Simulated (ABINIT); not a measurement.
Band structure of RbBr (Fm-3m, 2 atoms in the cell).

```xyz
2
Lattice="0.0000 3.4231 3.4231 3.4231 0.0000 3.4231 3.4231 3.4231 0.0000" Properties=species:S:1:pos:R:3 pbc="T T T"
Rb     0.0000     0.0000     0.0000
Br     3.4231     3.4231     3.4231
```

Method of the run: PBE, norm-conserving pseudopotentials (PseudoDojo nc-sr-05 PBE standard) (plane waves; ABINIT).

Settings: pseudos = [Rb.upf, Br.upf]; ecut = 626 eV; occopt = 3; tsmear = 0.00183747 Ha; ngkpt = 7 7 7; nshiftk = 1; shiftk = 0 0 0; potentials = PseudoDojo nc-sr-05 PBE standard; kptopt = 1; nstep = 60; tolvrs1 = 1e-11; ndtset = 2; getden2 = 1.

The starting cell comes from a database of computed structures (which also holds hypothetical and non-ambient phases and stackings), without a prior relaxation at this level. Its lattice was rescaled by a random factor within 2.5 % of one.

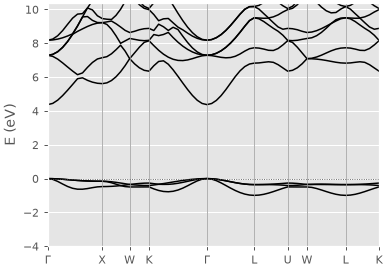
Fig. 1. Bands along the path, energies from the top of the valence band on the SCF mesh.

Task: Read off roughly the gap and where its edges lie.

Result: The gap along the path is about 4.4 eV (computed: 4.37 eV), direct at Γ to within 0.01 eV.

Levels in eV from the top of the valence band on the SCF mesh, bands 5 to 12:
| point | 5 | 6 | 7 | 8 | 9 | 10 | 11 | 12 |
|---|---|---|---|---|---|---|---|---|
| Γ | -8.49 | 0.00 | 0.00 | 0.00 | 4.37 | 7.29 | 7.29 | 7.29 |
| X | -8.56 | -0.47 | -0.16 | -0.16 | 5.61 | 7.15 | 9.22 | 9.22 |
| W | -8.47 | -0.49 | -0.35 | -0.35 | 7.09 | 7.09 | 8.28 | 8.64 |
| K | -8.52 | -0.49 | -0.41 | -0.26 | 6.35 | 8.15 | 8.17 | 8.88 |
| L | -8.44 | -0.99 | -0.36 | -0.36 | 6.82 | 7.73 | 9.51 | 9.51 |
| U | -8.52 | -0.49 | -0.41 | -0.26 | 6.35 | 8.15 | 8.17 | 8.88 |
